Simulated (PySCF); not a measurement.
# C4H14BN: NMR shifts at several levels of theory

How much do the NMR shifts of C4H14BN (`[BH3-][N+](C)(C)CC`) depend on the level of theory, and what does each level cost?

Computed with PySCF 2.14.0, with density-fitted response routines of our own, on a single molecule in the gas phase. Atoms are numbered from 0 throughout.

### 1 The starting structure

20 atoms, charge 0, multiplicity 1; geometry from: GFN2-xTB.

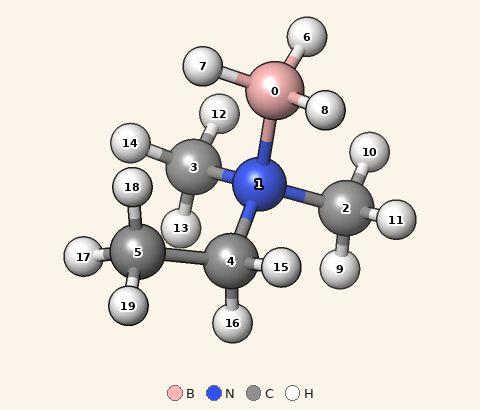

The starting geometry (boron pink, nitrogen blue, carbon grey, hydrogen white), atoms numbered.

### 2 Geometry optimisation at PBE0-D3(BJ)/def2-SVP

What the job is given:

```
{"job": {"xc": "PBE0", "basis": "def2-SVP", "d3": "d3bj", "grid": 1, "kind": "geom"}, "charge": 0, "multiplicity": 1}
B     -0.665290     1.599070     0.166590
N     -0.401030    -0.018970    -0.059480
C     -1.387520    -0.500080    -1.023680
C     -0.595130    -0.723940     1.202730
C      0.936270    -0.289980    -0.613580
C      2.100970     0.044690     0.306540
H     -1.813460     1.701560     0.473310
H      0.054570     1.968940     1.039930
H     -0.424310     2.124030    -0.876750
H     -1.274860    -1.575120    -1.200560
H     -2.387420    -0.298440    -0.647710
H     -1.267320     0.034670    -1.962880
H     -1.617760    -0.570990     1.539830
H     -0.407560    -1.796650     1.088210
H      0.068760    -0.314080     1.957730
H      1.024960     0.309280    -1.521610
H      0.992720    -1.352290    -0.893350
H      2.161360    -0.639100     1.149720
H      2.004240     1.060090     0.675890
H      3.028060    -0.031260    -0.256950
```

Standard output:

```text
step   0  E = -239.97958428  max force = 0.014453
step   1  E = -239.98217692  max force = 0.004904
step   2  E = -239.98225654  max force = 0.001427
step   3  E = -239.98228685  max force = 0.000702
step   4  E = -239.98231311  max force = 0.001793
step   5  E = -239.98234275  max force = 0.001911
step   6  E = -239.98236928  max force = 0.001370
step   7  E = -239.98238882  max force = 0.000610
step   8  E = -239.98240173  max force = 0.000581
step   9  E = -239.98241234  max force = 0.000752
step  10  E = -239.98241887  max force = 0.000918
step  11  E = -239.98241982  max force = 0.000616
step  12  E = -239.98241764  max force = 0.000276
step  13  E = -239.98241593  max force = 0.000316
optimisation converged
```

Run time: 89 s. Hardware: 8 threads of Intel Xeon Platinum 8259CL at 2.50GHz (Skylake/Cascade Lake), shared host.

The steps of the relaxation:

```tsv
step	energy from step 0 (eV)	largest force component (eV/Å)
0	0.0000	0.7432
1	-0.0705	0.2522
2	-0.0727	0.0734
3	-0.0735	0.0361
4	-0.0743	0.0922
5	-0.0751	0.0983
6	-0.0758	0.0704
7	-0.0763	0.0314
8	-0.0767	0.0299
9	-0.0770	0.0387
10	-0.0771	0.0472
11	-0.0772	0.0317
12	-0.0771	0.0142
13	-0.0771	0.0162
```

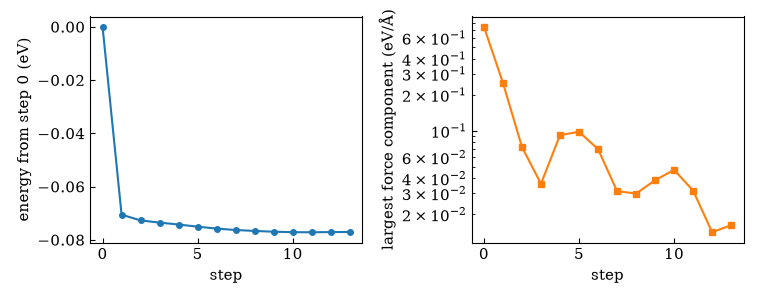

Energy and force, step by step.

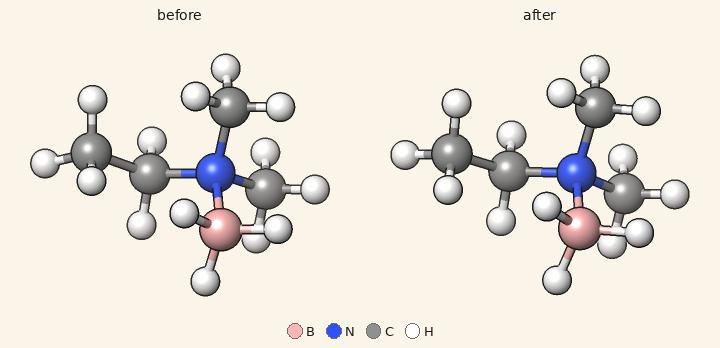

Before and after, at one scale.

Distances of close pairs at the start and the end, largest changes first:

```tsv
bond	before (Å)	after (Å)	change (Å)
B0–H8	1.193	1.227	+0.034
B0–H6	1.193	1.226	+0.033
B0–H7	1.191	1.223	+0.032
N1–C4	1.473	1.490	+0.017
B0–N1	1.655	1.642	-0.013
N1–C3	1.459	1.471	+0.013
C5–H19	1.088	1.100	+0.012
C5–H17	1.087	1.100	+0.012
```

The end geometry stands in the next job.

```tsv
at the end point	value
point group (found at 0.08 Å tolerance)	C1
rotational constants (GHz, main isotopes)	4.393, 2.636, 2.577
dipole moment (D)	5.01
```

### 3 NMR shieldings: PBE0/pcSseg-2

What the job is given:

```
{"job": {"kind": "nmr", "xc": "PBE0", "basis": "pcSseg-2", "pop": false}, "charge": 0, "multiplicity": 1}
B     -0.627000     1.576690     0.187803
N     -0.406188    -0.029953    -0.066247
C     -1.352701    -0.461268    -1.108569
C     -0.694741    -0.763218     1.176422
C      0.970245    -0.324740    -0.555276
C      2.097872     0.097636     0.358653
H     -1.830714     1.709251     0.379671
H      0.027367     1.885073     1.173915
H     -0.243926     2.131333    -0.837494
H     -1.217166    -1.531669    -1.335100
H     -2.375353    -0.276485    -0.760359
H     -1.179772     0.136160    -2.012011
H     -1.724557    -0.539749     1.480036
H     -0.575324    -1.848724     1.024814
H     -0.023519    -0.418330     1.969791
H      1.060153     0.197820    -1.518079
H      1.023178    -1.409968    -0.758348
H      2.076103    -0.422229     1.327433
H      2.073666     1.179041     0.542415
H      3.052626    -0.155241    -0.125542
```

Level: GIAO PBE0/pcSseg-2 NMR shielding, non-relativistic, gas phase.

Standard output:

```text
coarse grid: 15176 points
cycle   1  E = -240.1564431588  dE =  2.675e-01  |g| = 4.655e-01  |ddm| = 2.627e+00
cycle   2  E = -240.1590647348  dE = -2.622e-03  |g| = 4.896e-01  |ddm| = 8.804e-01
cycle   3  E = -240.2186171223  dE = -5.955e-02  |g| = 5.701e-02  |ddm| = 3.911e-01
cycle   4  E = -240.2190290502  dE = -4.119e-04  |g| = 3.535e-02  |ddm| = 6.138e-02
cycle   5  E = -240.2193148383  dE = -2.858e-04  |g| = 5.175e-03  |ddm| = 2.702e-02
cycle   6  E = -240.2193207498  dE = -5.911e-06  |g| = 1.751e-03  |ddm| = 5.041e-03
final grid: 142240 points
cycle   7  E = -240.2285923264  dE = -2.181e-04  |g| = 1.042e-02  |ddm| = 1.199e-01
cycle   8  E = -240.2285859177  dE =  6.409e-06  |g| = 1.147e-02  |ddm| = 1.745e-02
cycle   9  E = -240.2286200038  dE = -3.409e-05  |g| = 1.059e-03  |ddm| = 8.341e-03
cycle  10  E = -240.2286201892  dE = -1.854e-07  |g| = 6.020e-04  |ddm| = 1.192e-03
cycle  11  E = -240.2286202590  dE = -6.972e-08  |g| = 1.077e-04  |ddm| = 3.538e-04
cycle  12  E = -240.2286202611  dE = -2.160e-09  |g| = 3.404e-05  |ddm| = 1.098e-04
cycle  13  E = -240.2286202614  dE = -2.819e-10  |g| = 3.633e-06  |ddm| = 2.740e-05
converged SCF energy = -240.2286202614

GIAO shielding tensors (ppm)
atom      isotropic    diamagn.    paramagn.     s11        s22        s33       span
  0 B      113.502     189.348     -75.846     93.512    100.383    146.611     53.098
  1 N      201.804     315.308    -113.503    185.439    201.090    218.884     33.445
  2 C      125.612     244.560    -118.948     94.609    101.831    180.396     85.788
  3 C      133.801     245.485    -111.684    102.131    118.373    180.900     78.768
  4 C      119.738     247.191    -127.453     93.212    101.911    164.091     70.879
  5 C      172.065     240.107     -68.042    162.003    170.815    183.376     21.373
  6 H       29.302      31.454      -2.152     26.826     26.974     34.107      7.281
  7 H       29.078      32.186      -3.108     25.736     27.587     33.911      8.175
  8 H       29.486      31.657      -2.171     26.392     27.244     34.823      8.431
  9 H       29.277      30.956      -1.679     25.935     26.532     35.363      9.428
 10 H       28.422      30.149      -1.727     24.888     26.271     34.106      9.218
 11 H       28.495      30.532      -2.037     25.159     26.260     34.065      8.906
 12 H       28.699      30.591      -1.892     25.079     26.843     34.175      9.096
 13 H       29.651      31.346      -1.695     26.293     26.374     36.286      9.993
 14 H       28.246      31.743      -3.497     24.331     27.333     33.076      8.746
 15 H       28.397      32.589      -4.193     23.933     28.487     32.770      8.837
 16 H       28.953      32.973      -4.020     24.157     29.198     33.503      9.346
 17 H       30.172      30.325      -0.152     25.614     29.528     35.375      9.762
 18 H       29.041      29.824      -0.783     24.051     28.858     34.215     10.164
 19 H       30.414      27.726       2.688     26.047     27.462     37.734     11.687
```

It took 70 s on 8 threads of Intel Xeon Platinum 8259CL at 2.50GHz (Skylake/Cascade Lake), shared host.

Shifts follow as δ = σ(reference) − σ, with reference shieldings (ppm) from runs at the same level and on the same kind of geometry: 1H TMS 31.25, 13C TMS 184.1, 15N NH3 261.7, 11B BF3·OEt2 99.1. The references are single molecules in the gas phase, so shifts against H2O, NH3, PH3, H3PO4 or CFCl3 are not on the usual liquid scales and can be off by tens of ppm. Atoms listed in one row are averaged.

```tsv
atoms	environment	σ (ppm)	δ (ppm)
C4	sp3 CH2 bonded to N	119.7	64.4
C2, C3	methyl carbon bonded to N	129.7	54.4
C5	methyl carbon	172.1	12.1
H15, H16	hydrogen on an sp3 CH2 bonded to N	28.67	2.57
H9, H10, H11, H12, H13, H14	hydrogen on a methyl carbon bonded to N	28.80	2.45
H6, H7, H8	hydrogen on a boron bonded to N	29.29	1.96
H17, H18, H19	hydrogen on a methyl carbon	29.88	1.37
B0	boron bonded to N, 3 H	113.5	-14.4
N1	donor nitrogen of a Lewis adduct	201.8	59.9
```

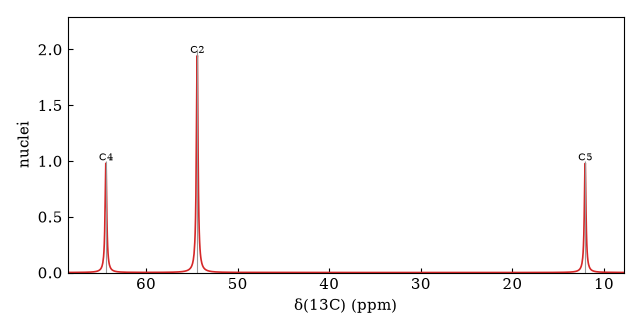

13C lines at the computed shifts, without couplings. Lines are broadened to a width of 0.21 ppm (Lorentzian).

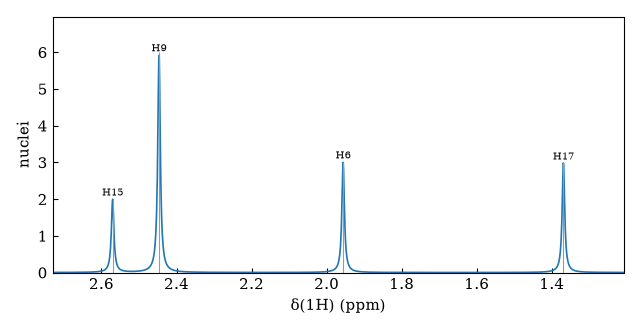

1H lines at the computed shifts, without couplings. Lines are broadened to a width of 0.01 ppm (Lorentzian).

### 4 NMR shieldings: PBE/pcSseg-2

Settings changed since step 3:

```diff
@@ -1,2 +1,2 @@
-{"job": {"kind": "nmr", "xc": "PBE0", "basis": "pcSseg-2", "pop": false}, "charge": 0, "multiplicity": 1}
+{"job": {"kind": "nmr", "xc": "PBE", "basis": "pcSseg-2", "pop": false}, "charge": 0, "multiplicity": 1}
 B     -0.627000     1.576690     0.187803
```

Level: GIAO PBE/pcSseg-2 NMR shielding, non-relativistic, gas phase.

Standard output:

```text
coarse grid: 15176 points
cycle   1  E = -240.0462150508  dE =  1.007e-01  |g| = 6.438e-01  |ddm| = 2.642e+00
cycle   2  E = -239.9288220464  dE =  1.174e-01  |g| = 9.155e-01  |ddm| = 1.415e+00
cycle   3  E = -240.1673867790  dE = -2.386e-01  |g| = 7.180e-02  |ddm| = 8.810e-01
cycle   4  E = -240.1683171934  dE = -9.304e-04  |g| = 3.384e-02  |ddm| = 9.186e-02
cycle   5  E = -240.1685936641  dE = -2.765e-04  |g| = 1.033e-02  |ddm| = 3.375e-02
cycle   6  E = -240.1686181223  dE = -2.446e-05  |g| = 2.690e-03  |ddm| = 8.595e-03
cycle   7  E = -240.1686195886  dE = -1.466e-06  |g| = 1.009e-03  |ddm| = 2.267e-03
final grid: 142240 points
cycle   8  E = -240.1836161962  dE = -3.383e-04  |g| = 1.563e-02  |ddm| = 1.649e-01
cycle   9  E = -240.1835410107  dE =  7.519e-05  |g| = 2.294e-02  |ddm| = 2.652e-02
cycle  10  E = -240.1836776458  dE = -1.366e-04  |g| = 1.446e-03  |ddm| = 1.619e-02
cycle  11  E = -240.1836780801  dE = -4.342e-07  |g| = 7.187e-04  |ddm| = 1.878e-03
cycle  12  E = -240.1836781873  dE = -1.073e-07  |g| = 2.261e-04  |ddm| = 5.258e-04
cycle  13  E = -240.1836781956  dE = -8.316e-09  |g| = 9.070e-05  |ddm| = 1.773e-04
cycle  14  E = -240.1836781976  dE = -1.984e-09  |g| = 1.299e-05  |ddm| = 7.252e-05
cycle  15  E = -240.1836781976  dE = -3.774e-11  |g| = 4.346e-06  |ddm| = 1.286e-05
converged SCF energy = -240.1836781976

GIAO shielding tensors (ppm)
atom      isotropic    diamagn.    paramagn.     s11        s22        s33       span
  0 B      109.025     189.502     -80.477     87.719     95.618    143.738     56.019
  1 N      189.988     311.556    -121.568    173.575    189.175    207.214     33.640
  2 C      118.929     244.395    -125.465     86.488     93.886    176.414     89.927
  3 C      127.647     245.286    -117.639     93.999    111.867    177.075     83.076
  4 C      112.219     246.700    -134.481     84.900     93.753    158.003     73.103
  5 C      167.128     240.204     -73.076    156.648    165.204    179.534     22.886
  6 H       29.143      31.382      -2.239     26.554     27.011     33.864      7.310
  7 H       28.903      31.996      -3.093     25.520     27.457     33.732      8.212
  8 H       29.368      31.516      -2.148     26.184     27.255     34.664      8.480
  9 H       29.140      30.931      -1.791     25.977     26.409     35.034      9.057
 10 H       28.262      30.288      -2.026     24.931     26.238     33.618      8.687
 11 H       28.366      30.537      -2.172     25.225     26.234     33.638      8.413
 12 H       28.585      30.665      -2.080     25.173     26.878     33.704      8.532
 13 H       29.551      31.298      -1.747     26.228     26.384     36.042      9.814
 14 H       28.094      31.627      -3.533     24.380     27.244     32.657      8.278
 15 H       28.235      32.437      -4.202     23.953     28.455     32.297      8.344
 16 H       28.756      32.779      -4.023     24.128     29.116     33.025      8.897
 17 H       30.089      30.289      -0.200     25.744     29.490     35.033      9.289
 18 H       28.940      29.809      -0.868     24.165     28.836     33.820      9.655
 19 H       30.333      28.003       2.330     26.163     27.562     37.275     11.112
```

It took 65 s on 8 threads of Intel Xeon Platinum 8259CL at 2.50GHz (Skylake/Cascade Lake), shared host.

In short: δ C4 67.2, C2 56.1, C5 12.3, B0 -16.3, H15 2.68, H9 2.51 ppm (means over like atoms).

[end of part 1 of 2]
